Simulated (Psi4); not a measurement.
# SiH4S (SMILES [H][Si]([H])([H])S): B3LYP/cc-pVDZ (sweep point 8)

Aim: the vertical ionisation energy of SiH4S at B3LYP/cc-pVDZ (sweep point 8), from 2 runs. 

The results are computed with Psi4 1.11.

2 further runs of the same task are left out: 2 set aside as unsound or not needed.

## (1) The structure to begin with

SiH4S: 6 atoms, total charge 0, spin state singlet. As SMILES, `[H][Si]([H])([H])S`. The coordinates come from a GFN2-xTB relaxation.

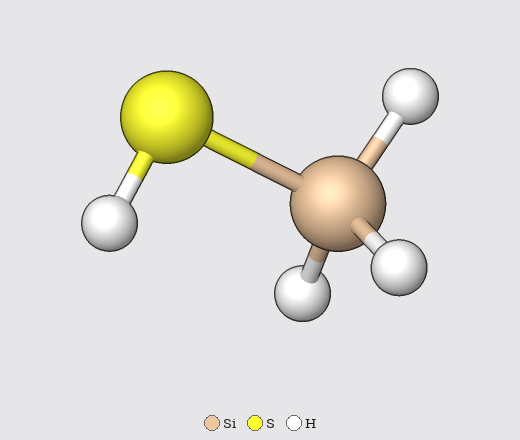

Viewed from a chosen angle; silicon light orange, sulfur yellow, hydrogen white.

## (2) The energy at B3LYP/cc-pVDZ (sweep point 8)

The input, input.dat:

```
memory 1.6 GB

molecule {
  0 1
  Si     0.201210    -0.014540    -0.544580
  S      0.253720     0.019820     1.601470
  H     -1.056810     0.059910     1.795240
  H      1.606010    -0.020690    -0.909950
  H     -0.503230     1.180600    -0.990160
  H     -0.500900    -1.225100    -0.952020
  symmetry c1
}

set {
  basis                cc-pVDZ
  reference            rks
  puream               true
  scf_type             pk
  dft_radial_points    99
  dft_spherical_points 590
}

e, wfn = energy("b3lyp", return_wfn=True)
```

On the command line:

```bash
psi4 input.dat output.dat -n 1
```

output.dat:

```text
[...]
  Running in c1 symmetry.
[...]
  Nuclear repulsion =   89.527504102436609
[...]
  Multiplicity = 1
[...]
  Nalpha       = 17
  Nbeta        = 17
[...]
    Number of basis functions: 56
[...]
   @RKS iter   1:  -690.08217347077050   -2.09497e-01   4.96555e-03 DIIS/ADIIS
[...]
   @RKS iter   8:  -690.13689163384527   -4.72062e-09   1.46186e-07 DIIS
[...]
    Orbital Energies [Eh]
    ---------------------
    Doubly Occupied:
       1A    -88.865593     2A    -66.157829     3A     -7.930973
       4A     -5.894487     5A     -5.891071     6A     -5.885682
       7A     -5.306762     8A     -3.666565     9A     -3.664169
      10A     -3.663918    11A     -0.733655    12A     -0.546961
      13A     -0.417479    14A     -0.372684    15A     -0.364351
      16A     -0.321082    17A     -0.254003
[...]
  @RKS Final Energy:  -690.13689163384527
   => Energetics <=
    Nuclear Repulsion Energy =             89.5275041024366089
    One-Electron Energy =               -1131.8342162164819911
    Two-Electron Energy =                 390.9687948994191515
    DFT Exchange-Correlation Energy =     -38.7989744192189576
    Empirical Dispersion Energy =           0.0000000000000000
    VV10 Nonlocal Energy =                  0.0000000000000000
    Total Energy =                       -690.1368916338452664
[...]
 Multipole Moments:
 ------------------------------------------------------------------------------------
     Multipole            Electronic (a.u.)      Nuclear  (a.u.)        Total (a.u.)
 ------------------------------------------------------------------------------------
 L = 1.  Multiply by 2.5417464519 to convert [e a0] to [Debye]
 Dipole X            :          0.8745022           -1.2039031           -0.3294009
 Dipole Y            :          0.0218748           -0.0178975            0.0039773
 Dipole Z            :          2.6101344           -3.0322731           -0.4221388
 Magnitude           :                                                    0.5354642
[...]
```

It took 6 s on 1 thread of AMD EPYC 9R45 (Zen 5), shared host; peak memory 0.85 GiB.

## (3) The doublet cation at the same level

The input, input.dat:

```
memory 1600 MB

molecule m {
  1 2
  Si     0.201210    -0.014540    -0.544580
  S      0.253720     0.019820     1.601470
  H     -1.056810     0.059910     1.795240
  H      1.606010    -0.020690    -0.909950
  H     -0.503230     1.180600    -0.990160
  H     -0.500900    -1.225100    -0.952020
  symmetry c1
}

set {
  basis cc-pVDZ
  reference uks
  puream true
  scf_type pk
  dft_radial_points 99
  dft_spherical_points 590
  maxiter 150
}

energy('b3lyp')
```

On the command line:

```bash
psi4 input.dat output.dat -n 1
```

output.dat:

```text
[...]
  Running in c1 symmetry.
[...]
  Nuclear repulsion =   89.527504102436609
[...]
  Multiplicity = 2
[...]
  Nalpha       = 17
  Nbeta        = 16
[...]
    Number of basis functions: 56
[...]
   @UKS iter   1:  -689.75804182934928    1.14634e-01   2.84946e-03 ADIIS/DIIS
[...]
   @UKS iter   9:  -689.78189169885445   -7.97604e-09   4.51434e-07 DIIS
[...]
   @S^2 Observed:                7.541655268E-01
[...]
    Orbital Energies [Eh]
    ---------------------
    Alpha Occupied:
       1A    -89.206240     2A    -66.381937     3A     -8.269139
       4A     -6.237238     5A     -6.228185     6A     -6.224169
       7A     -5.533737     8A     -3.894801     9A     -3.890425
      10A     -3.889508    11A     -1.050845    12A     -0.785258
      13A     -0.696486    14A     -0.623542    15A     -0.604979
      16A     -0.576379    17A     -0.565747
    Alpha Virtual:
      18A     -0.219757    19A     -0.214595    20A     -0.158020
      21A     -0.156598    22A     -0.132233    23A      0.023142
      24A      0.030775    25A      0.053352    26A      0.065492
[...]
  @UKS Final Energy:  -689.78189169885445
   => Energetics <=
    Nuclear Repulsion Energy =             89.5275041024366089
    One-Electron Energy =               -1122.5638146923247405
    Two-Electron Energy =                 381.8025941395382006
    DFT Exchange-Correlation Energy =     -38.5481752485043998
    Empirical Dispersion Energy =           0.0000000000000000
    VV10 Nonlocal Energy =                  0.0000000000000000
    Total Energy =                       -689.7818916988544515
[...]
 Multipole Moments:
 ------------------------------------------------------------------------------------
     Multipole            Electronic (a.u.)      Nuclear  (a.u.)        Total (a.u.)
 ------------------------------------------------------------------------------------
 L = 1.  Multiply by 2.5417464519 to convert [e a0] to [Debye]
 Dipole X            :          0.6687367           -1.2039031           -0.5351664
 Dipole Y            :          0.0278614           -0.0178975            0.0099638
 Dipole Z            :          3.0799279           -3.0322731            0.0476547
 Magnitude           :                                                    0.5373764
[...]
```

Run time: 9 s. Hardware: 1 thread of AMD EPYC 9R45 (Zen 5), shared host; peak memory 0.86 GiB.

## (4) Summary of results

At B3LYP/cc-pVDZ (sweep point 8):

| quantity | value |
| --- | --- |
| singlet SiH4S: total energy | -690.13689 Eh |
| singlet SiH4S: dipole moment | 1.36 D |
| singlet SiH4S: HOMO energy | -6.91 eV |
| singlet SiH4S: LUMO energy | 0.14 eV |
| singlet SiH4S: HOMO–LUMO gap | 7.06 eV |
| doublet cation: total energy | -689.78189 Eh |
| doublet cation: HOMO energy (highest over α and β) | -15.39 eV |
| doublet cation: LUMO energy (lowest over α and β) | -12.35 eV |
| doublet cation: ⟨S²⟩ | 0.754 |
| vertical ionisation energy (to the doublet cation) | 9.660 eV |

Removing an electron at fixed nuclei costs 9.66 eV (223 kcal/mol). The negative HOMO energy of the first species, 6.91 eV, lies 2.75 eV below that difference.
